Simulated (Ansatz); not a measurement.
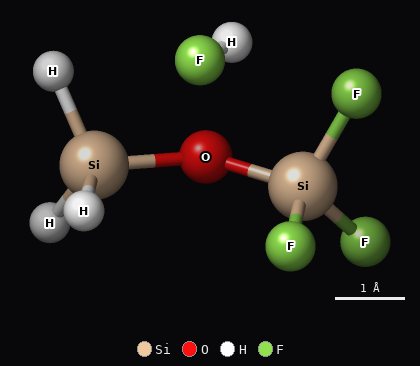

*The starting structure (ball-and-stick view, seen at a tilt).*

Bond lengths as drawn: F–H 0.94 Å, F–Si 1.59 to 1.60 Å, H–Si 1.50 Å and O–Si 1.64 to 1.69 Å.

Run report: Si2H4OF4, geometry relaxation (part 1 of 2)

The run: geometry relaxation of Si2H4OF4. Method and program: RKS LDA/def2-SVP (Ansatz 0.2.0).

It belongs to a series of runs on one base structure; here: end point A relaxed.

**Input**
```yaml
crystal:
  periodic: [false, false, false]
  atoms:
    - { symbol: Si, position_ang: [-0.196199, 0.225672, 0.029568] }
    - { symbol: O, position_ang: [-0.382702, 0.369658, 1.654811] }
    - { symbol: Si, position_ang: [-1.248158, -0.468667, 2.840059] }
    - { symbol: H, position_ang: [-2.017358, -1.601141, 2.22766] }
    - { symbol: H, position_ang: [-0.28262, -0.943312, 3.88391] }
    - { symbol: H, position_ang: [-2.197019, 0.525104, 3.448364] }
    - { symbol: F, position_ang: [1.333352, -0.178426, -0.236305] }
    - { symbol: F, position_ang: [-0.43352, 1.620493, -0.693927] }
    - { symbol: F, position_ang: [-1.165521, -0.845226, -0.630395] }
    - { symbol: F, position_ang: [0.667244, -1.989482, 1.493586] }
    - { symbol: H, position_ang: [1.170099, -1.199574, 1.475568] }
basis:
  gaussian: { orbitals: def2-SVP }
hamiltonian:
  xc: lda
relax:
  f_tol: 0.03
  max_steps: 50
output:
  orbitals: {}
```

Launched with:
```bash
ansatz run input.yaml --threads 4 --pin off --max-ram 5120MiB --backend cpu --events-out ev --progress --plain --runs-dir out
```

**Log**
```
The last accepted step is kept in [file] (removed where the run ends without a failure and the disk answers)
Engine: ansatz 0.2.0, x86_64-unknown-linux-gnu
Functional definition: SPW92
  exchange = slater_x
  correlation = pw_c
1359 factors; their error is unknown
mean field evaluation 1: about -28571.3067 eV, gradient 7.2e1 eV
mean field evaluation 2: about -28546.5431 eV, gradient 1.4e2 eV
mean field evaluation 4: about -28579.5284 eV, gradient 7.4e0 eV
mean field evaluation 8: about -28579.6158 eV, gradient 1.2e-1 eV
mean field evaluation 16: about -28579.5153 eV, gradient 1.9e-4 eV
mean field -28579.51532260 eV, -1050.2778162142 hartree, gradient 1.7e-5 eV, S^2 0.000000; 0 other end points of the search recorded, 0 dependent functions left out
the calculation of the forces begins
reference -28579.51535706 eV, -1050.2778174806 hartree; 38, 38 occupied and 88, 88 virtual orbitals, 1359 factors
relax step   1: F+E_penalty+E_count = -28579.51532260 eV  Δ(F+E_penalty+E_count) = +0.000e0 eV  max|allowed force component| = 1.037e0 eV/Å  Δτ_max = 0.0000 Å  (27 SCF iters, accepted)
these checks for a lower state are left out or cut short: starts, cluster_reference, orbital_swaps, neighbouring_geometries, increment
1359 factors; their error is unknown
mean field -28579.54929088 eV, -1050.2790645254 hartree, gradient 1.2e-5 eV, S^2 0.000000; 0 other end points of the search recorded, 0 dependent functions left out
[... from here on the field's lines of each further geometry are left out, up to the last ...]
relax step   2: F+E_penalty+E_count = -28579.54929088 eV  Δ(F+E_penalty+E_count) = -3.397e-2 eV  max|allowed force component| = 8.541e-1 eV/Å  Δτ_max = 0.1784 Å  (28 SCF iters, accepted)
relax step   3: F+E_penalty+E_count = -28579.55506706 eV  Δ(F+E_penalty+E_count) = -5.776e-3 eV  max|allowed force component| = 1.240e0 eV/Å  Δτ_max = 0.1917 Å  (29 SCF iters, accepted)
relax step   4: F+E_penalty+E_count = -28579.62254594 eV  Δ(F+E_penalty+E_count) = -6.748e-2 eV  max|allowed force component| = 2.555e-1 eV/Å  Δτ_max = 0.2000 Å  (28 SCF iters, accepted)
relax step   5: F+E_penalty+E_count = -28579.64790477 eV  Δ(F+E_penalty+E_count) = -2.536e-2 eV  max|allowed force component| = 1.841e-1 eV/Å  Δτ_max = 0.1151 Å  (27 SCF iters, accepted)
relax step   6: F+E_penalty+E_count = -28579.67698915 eV  Δ(F+E_penalty+E_count) = -2.908e-2 eV  max|allowed force component| = 4.585e-1 eV/Å  Δτ_max = 0.1999 Å  (34 SCF iters, accepted)
relax step   7: F+E_penalty+E_count = -28579.68487980 eV  Δ(F+E_penalty+E_count) = -7.891e-3 eV  max|allowed force component| = 1.621e-1 eV/Å  Δτ_max = 0.0876 Å  (28 SCF iters, accepted)
relax step   8: F+E_penalty+E_count = -28579.67663174 eV  Δ(F+E_penalty+E_count) = +8.248e-3 eV  max|allowed force component| = 8.743e-1 eV/Å  Δτ_max = 0.1124 Å  (29 SCF iters, rejected (line search))
relax step   9: F+E_penalty+E_count = -28579.69202264 eV  Δ(F+E_penalty+E_count) = -7.143e-3 eV  max|allowed force component| = 1.173e-1 eV/Å  Δτ_max = 0.0546 Å  (28 SCF iters, accepted)
relax step  10: F+E_penalty+E_count = -28579.69704252 eV  Δ(F+E_penalty+E_count) = -5.020e-3 eV  max|allowed force component| = 2.149e-1 eV/Å  Δτ_max = 0.0998 Å  (28 SCF iters, accepted)
relax step  11: F+E_penalty+E_count = -28579.69823778 eV  Δ(F+E_penalty+E_count) = -1.195e-3 eV  max|allowed force component| = 1.283e-1 eV/Å  Δτ_max = 0.0894 Å  (28 SCF iters, accepted)
relax step  12: F+E_penalty+E_count = -28579.70030121 eV  Δ(F+E_penalty+E_count) = -2.063e-3 eV  max|allowed force component| = 8.635e-2 eV/Å  Δτ_max = 0.0407 Å  (28 SCF iters, accepted)
relax step  13: F+E_penalty+E_count = -28579.70113157 eV  Δ(F+E_penalty+E_count) = -8.304e-4 eV  max|allowed force component| = 3.393e-2 eV/Å  Δτ_max = 0.0243 Å  (30 SCF iters, accepted)
the calculation of the forces begins
reference -28579.70132872 eV, -1050.2846518131 hartree; 38, 38 occupied and 88, 88 virtual orbitals, 1359 factors
relax step  14: F+E_penalty+E_count = -28579.70129392 eV  Δ(F+E_penalty+E_count) = -1.623e-4 eV  max|allowed force component| = 6.913e-3 eV/Å  Δτ_max = 0.0121 Å  (30 SCF iters, accepted)
1359 factors; their error is unknown
mean field evaluation 128: about -28579.7013 eV, gradient 7.9e-4 eV
```

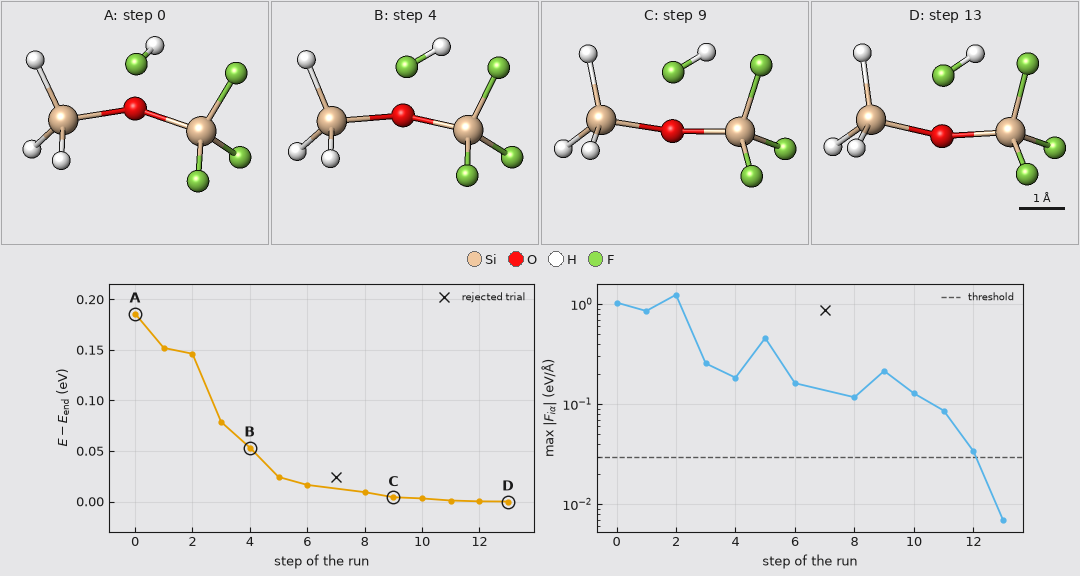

*Frames of the relaxation (ball-and-stick view, seen at a tilt) above the curves, on which the letters mark them (the first geometry is step 0 here and step 1 in the log).*

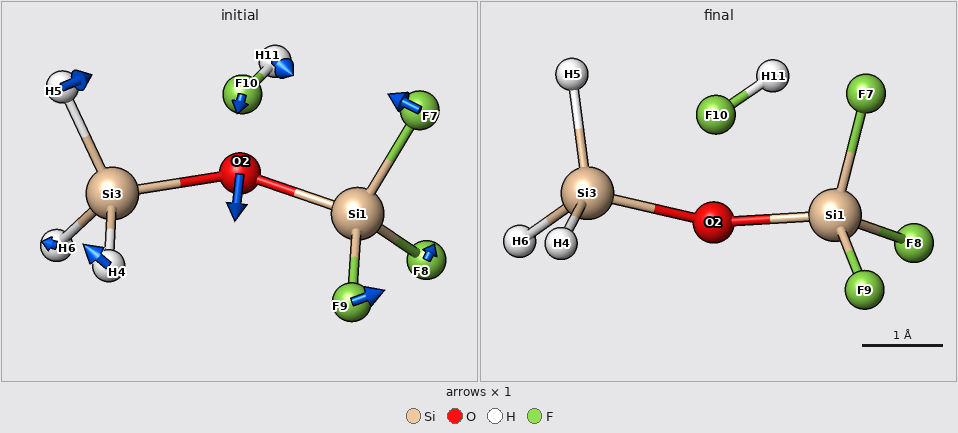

*Before (left) and after (right) the relaxation, at one scale (ball-and-stick view, seen at a tilt). The blue arrows give the displacements, at true length.*

The atom that moves furthest after the best rigid fit is O2 (0.62 Å). By element the largest moves are O 0.62 Å, H 0.51 Å, F 0.49 Å, Si 0.06 Å. Among the contacts that change: Si1–O2 1.642 → 1.597 Å, Si1–F7 1.604 → 1.629 Å, F10–H11 0.937 → 0.955 Å, O2–Si3 1.690 → 1.686 Å. Among the angles that change: Si1–O2–Si3 135.1° → 142.8°, O2–Si1–F7 107.1° → 111.1°, F7–Si1–F9 110.1° → 106.8°. After 13 geometry steps the energy has fallen by 0.186 eV. Largest force component: 1 eV/Å at the start, 0.0069 eV/Å at the end. The line search rejected the trial step at point 7 (counted from 0) and went back. (Atoms are counted from 1 in the order of the input.)

```
mean field -28579.70129392 eV, -1050.2846505342 hartree, gradient 1.1e-5 eV, S^2 0.000000; 1 other end points of the search recorded, 0 dependent functions left out
the calculation of the forces begins
reference -28579.70132872 eV, -1050.2846518131 hartree; 38, 38 occupied and 88, 88 virtual orbitals, 1359 factors
Total energy: -28579.70132872 eV, -1050.2846518131 hartree
Atom 0 at    -0.220176     0.266050     0.051079 Å, force     0.000289    -0.006913    -0.000647 eV/Å
Atom 1 at    -0.965602     0.389132     1.457938 Å, force    -0.002893     0.006488    -0.005699 eV/Å
Atom 2 at    -1.269746    -0.441576     2.892732 Å, force     0.002998    -0.003956    -0.001648 eV/Å
Atom 3 at    -1.904190    -1.768878     2.613228 Å, force    -0.000751     0.000480     0.001928 eV/Å
Atom 4 at    -0.002577    -0.567865     3.685767 Å, force    -0.000397     0.000647     0.000617 eV/Å
Atom 5 at    -2.231794     0.441092     3.634424 Å, force    -0.000893     0.001192     0.001562 eV/Å
Atom 6 at     1.346603    -0.134745     0.250380 Å, force     0.002806    -0.000490     0.001974 eV/Å
Atom 7 at    -0.189783     1.672417    -0.687600 Å, force    -0.003702    -0.000225     0.002404 eV/Å
Atom 8 at    -0.842406    -0.797447    -0.950433 Å, force     0.000924     0.004290     0.000521 eV/Å
Atom 9 at     0.405664    -2.042313     1.435706 Å, force    -0.001366     0.001374    -0.000436 eV/Å
Atom 10 at     1.121604    -1.500769     1.109678 Å, force     0.002983    -0.002887    -0.000576 eV/Å
Dipole moment:     0.111190    -0.006664     0.214472 e Å
```

**Trajectory as extended XYZ (Å, eV, eV/Å), 14 frames, from step=1 to step=14**
```
11
Properties=species:S:1:pos:R:3:forces:R:3 step=1 energy=-28579.51532
Si   -0.1962    0.2257    0.0296   -0.1232   0.1307   1.0217
O    -0.3827    0.3697    1.6548   -0.0107  -0.0150  -1.0369
Si   -1.2482   -0.4687    2.8401    0.0237   0.0154  -0.0228
H    -2.0174   -1.6011    2.2277    0.0056  -0.0026  -0.0048
H    -0.2826   -0.9433    3.8839   -0.0009   0.0063  -0.0008
H    -2.1970    0.5251    3.4484    0.0040  -0.0009   0.0023
F     1.3334   -0.1784   -0.2363   -0.0004  -0.0064   0.0164
F    -0.4335    1.6205   -0.6939   -0.0129   0.0119   0.0020
F    -1.1655   -0.8452   -0.6304    0.0022   0.0107   0.0043
F     0.6672   -1.9895    1.4936   -0.2442  -0.4411   0.0589
H     1.1701   -1.1996    1.4756    0.3569   0.2909  -0.0403
11
Properties=species:S:1:pos:R:3:forces:R:3 step=2 energy=-28579.54929
Si   -0.2149    0.2429    0.0379   -0.0844   0.0995   0.8541
O    -0.4094    0.3920    1.6475   -0.1303  -0.0296  -0.6545
Si   -1.2647   -0.4543    2.8337    0.1293   0.0299  -0.0349
H    -2.0253   -1.5925    2.2209    0.0062  -0.0043  -0.0080
H    -0.2946   -0.9223    3.8763   -0.0109   0.0029   0.0063
H    -2.2174    0.5335    3.4452   -0.0122  -0.0051   0.0022
F     1.3174   -0.1585   -0.2178    0.0832  -0.0965   0.0031
F    -0.4547    1.6337   -0.6929    0.0086   0.0065  -0.0339
F    -1.1768   -0.8346   -0.6220    0.0107  -0.0144  -0.0303
F     0.6799   -2.0203    1.5305    0.4124   0.4983  -0.0471
H     1.3081   -1.3045    1.4336   -0.4127  -0.4872  -0.0569
11
Properties=species:S:1:pos:R:3:forces:R:3 step=3 energy=-28579.55507
Si   -0.2193    0.2528    0.0641   -0.1351   0.0786   0.3882
O    -0.4422    0.4210    1.6485   -0.2322   0.0537  -0.1051
Si   -1.2786   -0.4368    2.8362    0.1377  -0.0034   0.0256
H    -2.0223   -1.5862    2.2223    0.0139  -0.0026  -0.0096
H    -0.3060   -0.8913    3.8823   -0.0127   0.0073   0.0026
H    -2.2483    0.5362    3.4452   -0.0109  -0.0049  -0.0010
F     1.3221   -0.1338   -0.1670    0.2030  -0.1939  -0.0203
F    -0.4670    1.6286   -0.6930    0.0441  -0.0146  -0.0549
F    -1.1547   -0.8476   -0.5975    0.0347  -0.0145  -0.0597
F     0.6688   -2.0178    1.5526    1.1974   1.0155  -0.4410
H     1.3951   -1.4099    1.2992   -1.2399  -0.9211   0.2752
11
Properties=species:S:1:pos:R:3:forces:R:3 step=4 energy=-28579.62255
Si   -0.1910    0.2518    0.1048   -0.2555  -0.0218   0.0615
O    -0.5031    0.4812    1.6632   -0.1107   0.0970  -0.1030
Si   -1.2694   -0.4182    2.8652   -0.0807  -0.0760  -0.0373
H    -1.9755   -1.5895    2.2455    0.0117   0.0139   0.0251
H    -0.2723   -0.8580    3.8929    0.0295   0.0431   0.0080
H    -2.2767    0.5144    3.4778    0.0380  -0.0150   0.0420
F     1.3793   -0.0953   -0.0489    0.0670  -0.1404   0.0195
F    -0.4494    1.5770   -0.7406    0.0927  -0.1311   0.0756
F    -1.0399   -0.9233   -0.5553    0.0811   0.1774  -0.0320
F     0.5740   -1.9962    1.4453    0.0362   0.0572   0.0297
H     1.2716   -1.4289    1.1431    0.0907  -0.0043  -0.0890
11
Properties=species:S:1:pos:R:3:forces:R:3 step=5 energy=-28579.64791
Si   -0.2020    0.2541    0.1114   -0.0822  -0.0659   0.1735
O    -0.5499    0.4973    1.6604   -0.1841   0.0592  -0.1581
Si   -1.2942   -0.4165    2.8687    0.0991   0.0172   0.0304
H    -1.9851   -1.6023    2.2611    0.0091   0.0153   0.0078
H    -0.2746   -0.8231    3.8895    0.0103  -0.0020  -0.0148
H    -2.2933    0.5044    3.5113   -0.0097  -0.0232  -0.0170
F     1.3691   -0.1278   -0.0137    0.0178  -0.0282  -0.0909
F    -0.4093    1.5798   -0.7466    0.0906  -0.1132   0.0850
F    -1.0538   -0.9031   -0.5746    0.0763   0.1197  -0.0043
F     0.6164   -1.9649    1.4693    0.0345  -0.0321   0.0003
H     1.3243   -1.4827    1.0560   -0.0616   0.0531  -0.0119
```
